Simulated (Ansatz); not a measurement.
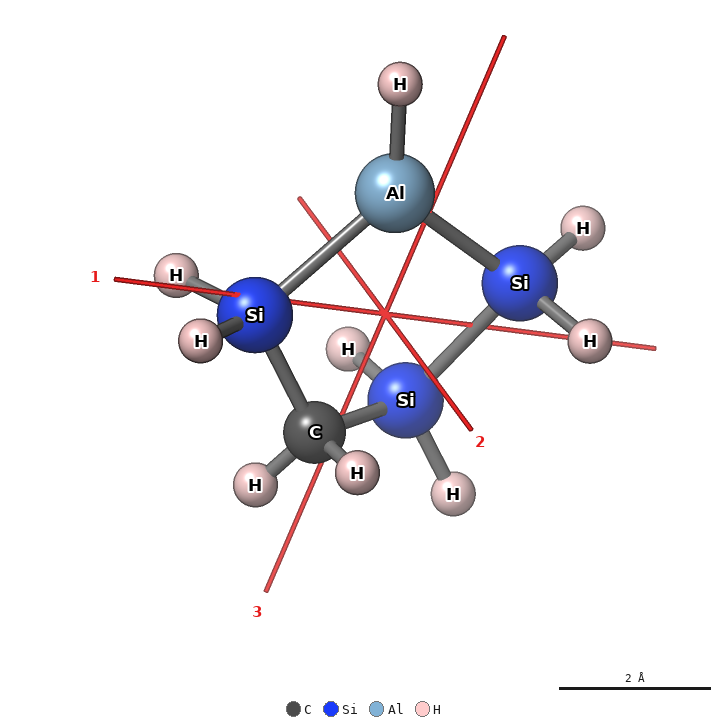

The three principal axes of inertia are drawn and numbered. Atoms fade into the background with distance from the viewer. The geometry was computed by an optimisation with PBE-D4/def2-SVP. No frequency run is at hand to confirm it as a minimum. Masses are those of the most abundant isotopes; constants are for the rigid equilibrium geometry.

Q: Which line is the a axis (least moment of inertia), which b and which c?

A: a is line 1, b is line 3, c is line 2; the moments are 246, 281, 489 u Å².

Q: What kind of rotor is it, and what are its rotational constants in MHz?

A: An asymmetric top (C1): A = 2058, B = 1800, C = 1034 MHz. Ray's parameter κ is 0.50, nearer the oblate limit.
